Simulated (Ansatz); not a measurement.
# Fields on a plane of K2CO3 (space group C2/c)

```xyz
12
Lattice="2.7882 -4.9841 0.0000 2.7882 4.9841 0.0000 -1.2293 0.0000 6.6839" Properties=species:S:1:pos:R:3 pbc="T T T"
K      2.4809     1.6455     1.6710
K      1.8663    -1.6455     5.0129
K      0.0000     0.0000     0.0000
K     -0.6146     0.0000     3.3420
C      1.8663     1.6783     5.0129
C      2.4809    -1.6783     1.6710
O      3.5305    -1.0335     1.2685
O      0.8167     1.0335     5.4155
O      1.4313    -1.0335     2.0735
O      2.9158     1.0335     4.6104
O      2.4809    -2.9739     1.6710
O      1.8663     2.9739     5.0129
```

The slice is a (001) plane (indices of the conventional cell) through the point (0.000, 0.000, 0.500) (fractional), spanned by u = [110] and v = [1 -1 0] in vectors of this cell: u (5.58 Å) and v (9.97 Å, at 90° to u). It covers one period; positions are fractions (u, v).

Atoms on it: K at (0.00, 0.00); K at (0.50, 0.50).

These are PBEsol (plane waves to 420 eV, PAW, scalar-relativistic; Ansatz, a program for electronic structure) values and carry that method's errors. k mesh 6×6×4. Inside the PAW spheres the values are not all-electron values, and peaks at nuclei hang on which shells count as valence. K2CO3 was relaxed with its symmetry unable to fall. This is one of several known forms of K2CO3; the measured ambient cells at hand have space group No. 14.

```
|%%@@@@**            ..    ++@@@@|
|@@@@%%--          ..::..  ..%%@@|
|**++::            ..::::    ..++|
|                    ......      |
|                                |
|                                |
|                                |
|                                |
|                                |
|                        ......  |
|            ::++**++..    ::::..|
|          --%%@@@@@@%%..  ..::..|
|          **@@@@%%@@@@++    ..  |
|          ##@@%%xx%%@@##        |
|    ..    ++@@@@%%@@@@**        |
|  ..::..  ..%%@@@@@@%%--        |
|  ..::::    ..++**++::          |
|    ......                      |
|                                |
|                                |
|                                |
|                                |
|                                |
|        ......                  |
|**++..    ::::..            ::++|
|@@@@%%..  ..::..          --%%@@|
|%%@@@@++    ..            **@@@@|
|xx%%@@##                  ##@@%%|
```
Scale: ten equal steps from 0.00 (start of ' ') to 0.88 (end of '@'), in the order ' .:-=+*#%@'. Values: electron localisation function (ELF). The map has 16 points along u (two characters each, u = 0 at the left) and 28 along v (v = 0 in the bottom row). Points within 0.3 Å of a nucleus are blanked (x), as the pseudised field means little there.

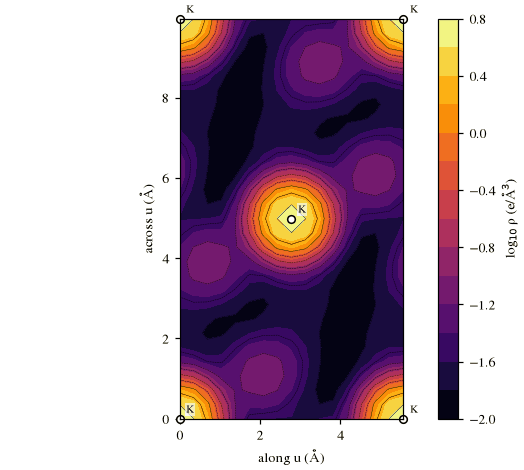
Figure: Log₁₀ of the valence density in e/Å³, one period of the plane, atoms marked. The scale is logarithmic, as a density can span decades between atoms and voids.
